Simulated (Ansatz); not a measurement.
# H3O+ with CH3F: interaction against distance, part 2 of 2

Ansatz 0.2.0, Gaussian basis.

## Step 6: B moved by +0.33 Å, CCSD(T)/def2-TZVPPD

ab/in.yaml

```yaml
crystal:
  periodic: [false, false, false]
  atoms:
    - {symbol: O, position_ang: [-0.152859, 0.239188, -1.865679]}
    - {symbol: H, position_ang: [-0.820302, -0.269269, -2.355101]}
    - {symbol: H, position_ang: [0.651151, 0.354599, -2.398388]}
    - {symbol: H, position_ang: [0.030263, -0.124217, -0.883766]}
    - {symbol: C, position_ang: [0.051183, 0.002621, 1.923963]}
    - {symbol: F, position_ang: [0.296290, -0.639272, 0.650685]}
    - {symbol: H, position_ang: [0.410648, -0.701855, 2.667704]}
    - {symbol: H, position_ang: [-1.021180, 0.164643, 1.994251]}
    - {symbol: H, position_ang: [0.619333, 0.929147, 1.925724]}
basis:
  gaussian: {orbitals: "def2-TZVPPD.json"}
total_charge: 1
correlation: {method: ccsd_t}
```

a/in.yaml

```yaml
crystal:
  periodic: [false, false, false]
  atoms:
    - {symbol: O, position_ang: [-0.152859, 0.239188, -1.865679]}
    - {symbol: H, position_ang: [-0.820302, -0.269269, -2.355101]}
    - {symbol: H, position_ang: [0.651151, 0.354599, -2.398388]}
    - {symbol: H, position_ang: [0.030263, -0.124217, -0.883766]}
basis:
  gaussian:
    orbitals: "def2-TZVPPD.json"
    ghost_atoms:
      - {symbol: C, position_ang: [0.051183, 0.002621, 1.923963]}
      - {symbol: F, position_ang: [0.296290, -0.639272, 0.650685]}
      - {symbol: H, position_ang: [0.410648, -0.701855, 2.667704]}
      - {symbol: H, position_ang: [-1.021180, 0.164643, 1.994251]}
      - {symbol: H, position_ang: [0.619333, 0.929147, 1.925724]}
total_charge: 1
correlation: {method: ccsd_t}
```

b/in.yaml

```yaml
crystal:
  periodic: [false, false, false]
  atoms:
    - {symbol: C, position_ang: [0.051183, 0.002621, 1.923963]}
    - {symbol: F, position_ang: [0.296290, -0.639272, 0.650685]}
    - {symbol: H, position_ang: [0.410648, -0.701855, 2.667704]}
    - {symbol: H, position_ang: [-1.021180, 0.164643, 1.994251]}
    - {symbol: H, position_ang: [0.619333, 0.929147, 1.925724]}
basis:
  gaussian:
    orbitals: "def2-TZVPPD.json"
    ghost_atoms:
      - {symbol: O, position_ang: [-0.152859, 0.239188, -1.865679]}
      - {symbol: H, position_ang: [-0.820302, -0.269269, -2.355101]}
      - {symbol: H, position_ang: [0.651151, 0.354599, -2.398388]}
      - {symbol: H, position_ang: [0.030263, -0.124217, -0.883766]}
correlation: {method: ccsd_t}
```

Log of ab, cut to the lines that bear on the results:

```text
Functional definition: HF
  name "HF"
  cite "Fock, Z. Phys. 61, 126 (1930) doi:10.1007/BF01340294"
  parent pbe
[...]
1267 factors; integrals over basis functions are off by at most 1.1e-3 eV
[...]
mean field -5863.35591831 eV, -215.4743556726 hartree, gradient 2.8e-6 eV, S^2 0.000000; 0 other end points of the search recorded, 0 dependent functions left out
3 core orbitals not correlated: weight in the atoms' cores, before any rotation towards them, 1.000 or more for the frozen orbitals, at most 0.000 for the correlated occupied ones
reference -5863.35591831 eV, -215.4743556726 hartree; 11, 11 occupied and 205, 205 virtual orbitals, 1267 factors
second order -18.95432226 eV of doubles, -0.00000000 eV of singles
cycle   1  -19.13764277 eV  change   -1.8e-1 eV  update   8.0e-2
[...]
cycle   9  -19.60668347 eV  change   -2.3e-6 eV  update   1.8e-5
perturbative correction -0.58230814 eV, -0.0213994295 hartree
Total energy: -5883.54490992 eV, -216.2162874298 hartree
```

Log of a, cut to the lines that bear on the results:

```text
[... 4 set-up lines as earlier in the session ...]
[...]
1265 factors; integrals over basis functions are off by at most 1.1e-3 eV
[...]
mean field -2077.19636932 eV, -76.3355585984 hartree, gradient 8.2e-7 eV, S^2 0.000000; 0 other end points of the search recorded, 0 dependent functions left out
1 core orbitals not correlated: weight in the atoms' cores, before any rotation towards them, 1.000 or more for the frozen orbitals, at most 0.000 for the correlated occupied ones
reference -2077.19636932 eV, -76.3355585984 hartree; 4, 4 occupied and 214, 214 virtual orbitals, 1265 factors
second order -7.02986109 eV of doubles, -0.00000000 eV of singles
cycle   1  -7.10821474 eV  change   -7.8e-2 eV  update   3.7e-2
[...]
cycle   8  -7.25747683 eV  change    1.4e-6 eV  update   9.4e-6
perturbative correction -0.19374013 eV, -0.0071198186 hartree
Total energy: -2084.64758629 eV, -76.6093857713 hartree
```

Log of b, cut to the lines that bear on the results:

```text
[... 4 set-up lines as earlier in the session ...]
[...]
1275 factors; integrals over basis functions are off by at most 1.1e-3 eV
[...]
mean field -3785.07463171 eV, -139.0989270995 hartree, gradient 1.4e-6 eV, S^2 0.000000; 0 other end points of the search recorded, 0 dependent functions left out
2 core orbitals not correlated: weight in the atoms' cores, before any rotation towards them, 1.000 or more for the frozen orbitals, at most 0.000 for the correlated occupied ones
reference -3785.07463171 eV, -139.0989270995 hartree; 7, 7 occupied and 210, 210 virtual orbitals, 1275 factors
second order -11.91121912 eV of doubles, -0.00000000 eV of singles
cycle   1  -12.02171672 eV  change   -1.1e-1 eV  update   7.1e-2
[...]
cycle   9  -12.34756816 eV  change   -3.5e-6 eV  update   8.2e-6
perturbative correction -0.38187327 eV, -0.0140335838 hartree
Total energy: -3797.80407313 eV, -139.5667254436 hartree
```

Times: 18 s (ab), 6 s (a), 9 s (b) on 4 threads, shared host; peak memory 3.5 GiB.

ab − a − b = -1093 meV.

## Step 7: B moved by +0.66 Å, CCSD(T)/def2-TZVPPD

ab/in.yaml

```yaml
crystal:
  periodic: [false, false, false]
  atoms:
    - {symbol: O, position_ang: [-0.152859, 0.239188, -1.865679]}
    - {symbol: H, position_ang: [-0.820302, -0.269269, -2.355101]}
    - {symbol: H, position_ang: [0.651151, 0.354599, -2.398388]}
    - {symbol: H, position_ang: [0.030263, -0.124217, -0.883766]}
    - {symbol: C, position_ang: [0.064089, -0.006242, 2.255862]}
    - {symbol: F, position_ang: [0.309195, -0.648134, 0.982583]}
    - {symbol: H, position_ang: [0.423554, -0.710717, 2.999603]}
    - {symbol: H, position_ang: [-1.008274, 0.155780, 2.326150]}
    - {symbol: H, position_ang: [0.632239, 0.920284, 2.257623]}
basis:
  gaussian: {orbitals: "def2-TZVPPD.json"}
total_charge: 1
correlation: {method: ccsd_t}
```

a/in.yaml

```yaml
crystal:
  periodic: [false, false, false]
  atoms:
    - {symbol: O, position_ang: [-0.152859, 0.239188, -1.865679]}
    - {symbol: H, position_ang: [-0.820302, -0.269269, -2.355101]}
    - {symbol: H, position_ang: [0.651151, 0.354599, -2.398388]}
    - {symbol: H, position_ang: [0.030263, -0.124217, -0.883766]}
basis:
  gaussian:
    orbitals: "def2-TZVPPD.json"
    ghost_atoms:
      - {symbol: C, position_ang: [0.064089, -0.006242, 2.255862]}
      - {symbol: F, position_ang: [0.309195, -0.648134, 0.982583]}
      - {symbol: H, position_ang: [0.423554, -0.710717, 2.999603]}
      - {symbol: H, position_ang: [-1.008274, 0.155780, 2.326150]}
      - {symbol: H, position_ang: [0.632239, 0.920284, 2.257623]}
total_charge: 1
correlation: {method: ccsd_t}
```

b/in.yaml

```yaml
crystal:
  periodic: [false, false, false]
  atoms:
    - {symbol: C, position_ang: [0.064089, -0.006242, 2.255862]}
    - {symbol: F, position_ang: [0.309195, -0.648134, 0.982583]}
    - {symbol: H, position_ang: [0.423554, -0.710717, 2.999603]}
    - {symbol: H, position_ang: [-1.008274, 0.155780, 2.326150]}
    - {symbol: H, position_ang: [0.632239, 0.920284, 2.257623]}
basis:
  gaussian:
    orbitals: "def2-TZVPPD.json"
    ghost_atoms:
      - {symbol: O, position_ang: [-0.152859, 0.239188, -1.865679]}
      - {symbol: H, position_ang: [-0.820302, -0.269269, -2.355101]}
      - {symbol: H, position_ang: [0.651151, 0.354599, -2.398388]}
      - {symbol: H, position_ang: [0.030263, -0.124217, -0.883766]}
correlation: {method: ccsd_t}
```

Log of ab, cut to the lines that bear on the results:

```text
[... 4 set-up lines as earlier in the session ...]
[...]
1264 factors; integrals over basis functions are off by at most 1.1e-3 eV
[...]
mean field -5863.11768831 eV, -215.4656008817 hartree, gradient 2.8e-6 eV, S^2 0.000000; 0 other end points of the search recorded, 0 dependent functions left out
3 core orbitals not correlated: weight in the atoms' cores, before any rotation towards them, 1.000 or more for the frozen orbitals, at most 0.000 for the correlated occupied ones
reference -5863.11768831 eV, -215.4656008817 hartree; 11, 11 occupied and 205, 205 virtual orbitals, 1264 factors
second order -18.92349933 eV of doubles, -0.00000000 eV of singles
cycle   1  -19.11211848 eV  change   -1.9e-1 eV  update   8.0e-2
[...]
cycle   9  -19.58290098 eV  change    4.4e-6 eV  update   2.3e-5
perturbative correction -0.57650124 eV, -0.0211860300 hartree
Total energy: -5883.27709054 eV, -216.2064452490 hartree
```

Output in a, cut to the lines that bear on the results:

```text
[... 4 set-up lines as earlier in the session ...]
[...]
1262 factors; integrals over basis functions are off by at most 1.1e-3 eV
[...]
mean field -2077.19586407 eV, -76.3355400306 hartree, gradient 9.0e-7 eV, S^2 0.000000; 0 other end points of the search recorded, 0 dependent functions left out
1 core orbitals not correlated: weight in the atoms' cores, before any rotation towards them, 1.000 or more for the frozen orbitals, at most 0.000 for the correlated occupied ones
reference -2077.19586407 eV, -76.3355400306 hartree; 4, 4 occupied and 214, 214 virtual orbitals, 1262 factors
second order -7.02793711 eV of doubles, -0.00000000 eV of singles
cycle   1  -7.10644160 eV  change   -7.9e-2 eV  update   3.7e-2
[...]
cycle   8  -7.25567909 eV  change    1.4e-6 eV  update   9.1e-6
perturbative correction -0.19357319 eV, -0.0071136835 hartree
Total energy: -2084.64511635 eV, -76.6092950025 hartree
```

Output in b, cut to the lines that bear on the results:

```text
[... 4 set-up lines as earlier in the session ...]
[...]
1271 factors; integrals over basis functions are off by at most 1.1e-3 eV
[...]
mean field -3785.07443083 eV, -139.0989197175 hartree, gradient 1.4e-6 eV, S^2 0.000000; 0 other end points of the search recorded, 0 dependent functions left out
2 core orbitals not correlated: weight in the atoms' cores, before any rotation towards them, 1.000 or more for the frozen orbitals, at most 0.000 for the correlated occupied ones
reference -3785.07443083 eV, -139.0989197175 hartree; 7, 7 occupied and 210, 210 virtual orbitals, 1271 factors
second order -11.90411629 eV of doubles, -0.00000000 eV of singles
cycle   1  -12.01534249 eV  change   -1.1e-1 eV  update   7.1e-2
[...]
cycle   9  -12.34098720 eV  change   -3.6e-6 eV  update   8.2e-6
perturbative correction -0.38117336 eV, -0.0140078626 hartree
Total energy: -3797.79659139 eV, -139.5664504945 hartree
```

Wall times: 17 s (ab), 5.5 s (a), 9 s (b) on 4 threads, shared host; peak memory 3.5 GiB.

Interaction: -835 meV.

## Step 8: B moved by +1.33 Å, CCSD(T)/def2-TZVPPD

ab/in.yaml

```yaml
crystal:
  periodic: [false, false, false]
  atoms:
    - {symbol: O, position_ang: [-0.152859, 0.239188, -1.865679]}
    - {symbol: H, position_ang: [-0.820302, -0.269269, -2.355101]}
    - {symbol: H, position_ang: [0.651151, 0.354599, -2.398388]}
    - {symbol: H, position_ang: [0.030263, -0.124217, -0.883766]}
    - {symbol: C, position_ang: [0.089901, -0.023967, 2.919660]}
    - {symbol: F, position_ang: [0.335007, -0.665859, 1.646381]}
    - {symbol: H, position_ang: [0.449366, -0.728443, 3.663401]}
    - {symbol: H, position_ang: [-0.982463, 0.138055, 2.989947]}
    - {symbol: H, position_ang: [0.658051, 0.902559, 2.921421]}
basis:
  gaussian: {orbitals: "def2-TZVPPD.json"}
total_charge: 1
correlation: {method: ccsd_t}
```

a/in.yaml

```yaml
crystal:
  periodic: [false, false, false]
  atoms:
    - {symbol: O, position_ang: [-0.152859, 0.239188, -1.865679]}
    - {symbol: H, position_ang: [-0.820302, -0.269269, -2.355101]}
    - {symbol: H, position_ang: [0.651151, 0.354599, -2.398388]}
    - {symbol: H, position_ang: [0.030263, -0.124217, -0.883766]}
basis:
  gaussian:
    orbitals: "def2-TZVPPD.json"
    ghost_atoms:
      - {symbol: C, position_ang: [0.089901, -0.023967, 2.919660]}
      - {symbol: F, position_ang: [0.335007, -0.665859, 1.646381]}
      - {symbol: H, position_ang: [0.449366, -0.728443, 3.663401]}
      - {symbol: H, position_ang: [-0.982463, 0.138055, 2.989947]}
      - {symbol: H, position_ang: [0.658051, 0.902559, 2.921421]}
total_charge: 1
correlation: {method: ccsd_t}
```

b/in.yaml

```yaml
crystal:
  periodic: [false, false, false]
  atoms:
    - {symbol: C, position_ang: [0.089901, -0.023967, 2.919660]}
    - {symbol: F, position_ang: [0.335007, -0.665859, 1.646381]}
    - {symbol: H, position_ang: [0.449366, -0.728443, 3.663401]}
    - {symbol: H, position_ang: [-0.982463, 0.138055, 2.989947]}
    - {symbol: H, position_ang: [0.658051, 0.902559, 2.921421]}
basis:
  gaussian:
    orbitals: "def2-TZVPPD.json"
    ghost_atoms:
      - {symbol: O, position_ang: [-0.152859, 0.239188, -1.865679]}
      - {symbol: H, position_ang: [-0.820302, -0.269269, -2.355101]}
      - {symbol: H, position_ang: [0.651151, 0.354599, -2.398388]}
      - {symbol: H, position_ang: [0.030263, -0.124217, -0.883766]}
correlation: {method: ccsd_t}
```

Output in ab, cut to the lines that bear on the results:

```text
[... 4 set-up lines as earlier in the session ...]
[...]
1264 factors; integrals over basis functions are off by at most 1.1e-3 eV
[...]
mean field -5862.78580470 eV, -215.4534043837 hartree, gradient 2.2e-6 eV, S^2 0.000000; 0 other end points of the search recorded, 0 dependent functions left out
3 core orbitals not correlated: weight in the atoms' cores, before any rotation towards them, 1.000 or more for the frozen orbitals, at most 0.000 for the correlated occupied ones
reference -5862.78580470 eV, -215.4534043837 hartree; 11, 11 occupied and 205, 205 virtual orbitals, 1264 factors
second order -18.89818436 eV of doubles, -0.00000000 eV of singles
cycle   1  -19.09288564 eV  change   -1.9e-1 eV  update   8.0e-2
[...]
cycle   9  -19.56339109 eV  change    1.1e-5 eV  update   2.3e-5
perturbative correction -0.57065124 eV, -0.0209710464 hartree
Total energy: -5882.91984703 eV, -216.1933167920 hartree
```

a printed, cut to the lines that bear on the results:

```text
[... 4 set-up lines as earlier in the session ...]
[...]
1262 factors; integrals over basis functions are off by at most 1.1e-3 eV
[...]
mean field -2077.19540307 eV, -76.3355230891 hartree, gradient 9.5e-7 eV, S^2 0.000000; 0 other end points of the search recorded, 0 dependent functions left out
1 core orbitals not correlated: weight in the atoms' cores, before any rotation towards them, 1.000 or more for the frozen orbitals, at most 0.000 for the correlated occupied ones
reference -2077.19540307 eV, -76.3355230891 hartree; 4, 4 occupied and 214, 214 virtual orbitals, 1262 factors
second order -7.02564715 eV of doubles, -0.00000000 eV of singles
cycle   1  -7.10434124 eV  change   -7.9e-2 eV  update   3.7e-2
[...]
cycle   8  -7.25354289 eV  change    1.4e-6 eV  update   8.7e-6
perturbative correction -0.19335968 eV, -0.0071058371 hartree
Total energy: -2084.64230564 eV, -76.6091917109 hartree
```

b printed, cut to the lines that bear on the results:

```text
[... 4 set-up lines as earlier in the session ...]
[...]
1272 factors; integrals over basis functions are off by at most 1.1e-3 eV
[...]
mean field -3785.07405711 eV, -139.0989059835 hartree, gradient 1.5e-6 eV, S^2 0.000000; 0 other end points of the search recorded, 0 dependent functions left out
2 core orbitals not correlated: weight in the atoms' cores, before any rotation towards them, 1.000 or more for the frozen orbitals, at most 0.000 for the correlated occupied ones
reference -3785.07405711 eV, -139.0989059835 hartree; 7, 7 occupied and 210, 210 virtual orbitals, 1272 factors
second order -11.89828962 eV of doubles, -0.00000000 eV of singles
cycle   1  -12.01006805 eV  change   -1.1e-1 eV  update   7.1e-2
[...]
cycle   9  -12.33550860 eV  change   -3.6e-6 eV  update   8.2e-6
perturbative correction -0.38056888 eV, -0.0139856485 hartree
Total energy: -3797.79013460 eV, -139.5662132119 hartree
```

They took 17 s (ab), 5.5 s (a), 9 s (b) on 4 threads, shared host; peak memory 3.5 GiB.

Interaction: -487 meV.

## Step 9: The curves

```tsv
shift (Å)	H4–F6 (Å)	PBE-D4	r2SCAN-D4	PBE0-D4	B3LYP-D4	wB97M-V	Hartree-Fock	MP2	CCSD	CCSD(T)
-0.13	1.21	-1212	-1254	-1260	-1223	-1201	-1141	-1165	-1151	-1158
-0.07	1.27	-1281	-1313	-1317	-1290	-1266	-1202	-1231	-1215	-1223
0.00	1.33	-1309	-1331	-1335	-1316	-1291	-1226	-1257	-1240	-1249
0.07	1.39	-1306	-1321	-1324	-1312	-1288	-1224	-1253	-1237	-1246
0.16	1.48	-1269	-1275	-1278	-1275	-1251	-1192	-1217	-1202	-1211
0.33	1.64	-1145	-1141	-1144	-1150	-1129	-1085	-1098	-1087	-1093
0.66	1.96	-869	-859	-862	-873	-858	-847	-839	-834	-835
1.33	2.61	-490	-485	-492	-495	-493	-516	-491	-491	-487
```

Energies in meV.

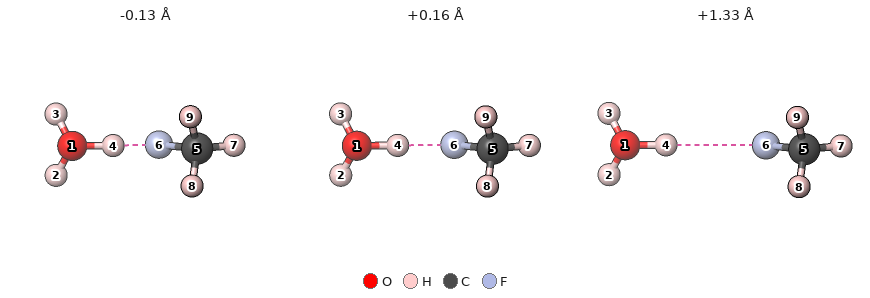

Three of the geometries.

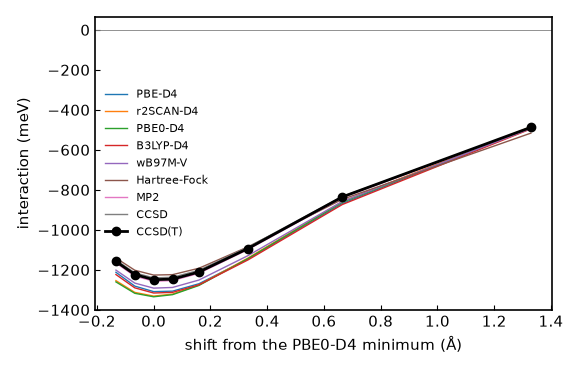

Interaction energy along the line.

What each level costs and misses (shared host):

```tsv
method	RMS deviation from CCSD(T) (meV)	mean time a point
PBE-D4	51	1.6 s
r2SCAN-D4	68	2.6 s
PBE0-D4	71	2.1 s
B3LYP-D4	57	2.4 s
wB97M-V	36	5.4 s
Hartree-Fock	20	part of the CCSD(T) run
MP2	6	part of the CCSD(T) run
CCSD	7	part of the CCSD(T) run
CCSD(T)	0	33 s
```

The best functional, wB97M-V, misses by 36 meV and takes 5.4 s a point, against 33 s for CCSD(T).

## Step 10: What came out

This closing draws on all 2 parts.

```
                  quantity                                                                                             value
    deepest point, CCSD(T)                                                                              -1249 meV at +0.00 Å
   at the longest distance                                                                               -487 meV at +1.33 Å
           at the shortest                                                                              -1158 meV at -0.13 Å
RMS deviation from CCSD(T)  PBE-D4 51, r2SCAN-D4 68, PBE0-D4 71, B3LYP-D4 57, wB97M-V 36, Hartree-Fock 20, MP2 6, CCSD 7 meV
```

**Reading.** Of the points run, CCSD(T) in this basis is lowest at the PBE0-D4 geometry. At +1.33 Å, 39 % of the binding is left. MP2 follows best and PBE0-D4 worst.
